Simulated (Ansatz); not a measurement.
Fields on a plane of Ta2C (space group P-3m1)

```xyz
3
Lattice="3.0762 0.0000 0.0000 -1.5381 2.6641 0.0000 0.0000 0.0000 4.8901" Properties=species:S:1:pos:R:3 pbc="T T T"
Ta     0.0000     1.7760     1.2383
Ta     1.5381     0.8880     3.6518
C      0.0000     0.0000     0.0000
```

The slice is a (0001) plane (indices of the conventional cell) through the point (0.000, 0.000, 0.000) (fractional), spanned by u = [110] and v = [1 -1 0] in vectors of this cell: u (3.08 Å) and v (5.33 Å, at 90° to u). It covers one period; positions are fractions (u, v).

Atoms on it: C at (0.00, 0.00); C at (0.50, 0.50).

These are LDA (plane waves to 420 eV, PAW, scalar-relativistic; Ansatz, an electronic-structure program) values and carry that method's errors. k mesh 17×17×10. These are valence fields of a PAW run, semicore shells included where kept as valence: close to a nucleus they are smooth pseudo fields. Spin-orbit coupling is left out, though Ta is heavy. Ta2C is run without spin polarisation. Ta2C was relaxed with its symmetry unable to fall.

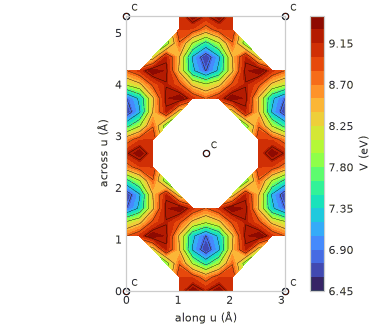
Figure: Electrostatic potential energy of an electron, from the cell's mean, in eV, one period of the plane, atoms marked. Points within 0.9 Å of a nucleus are left white, as the pseudised field means little there. The zero, the cell's mean, hangs on the PAW cores.

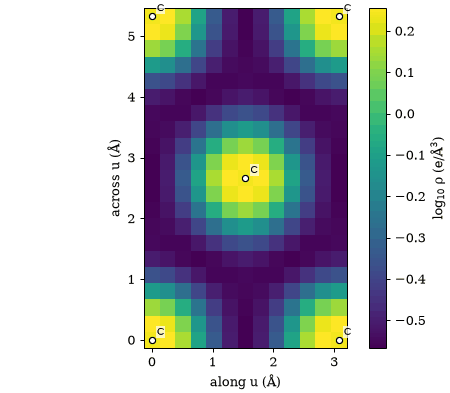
Figure. Log₁₀ of the valence density in e/Å³, one period of the plane, atoms marked. The scale is logarithmic, as a density can span decades between atoms and voids.
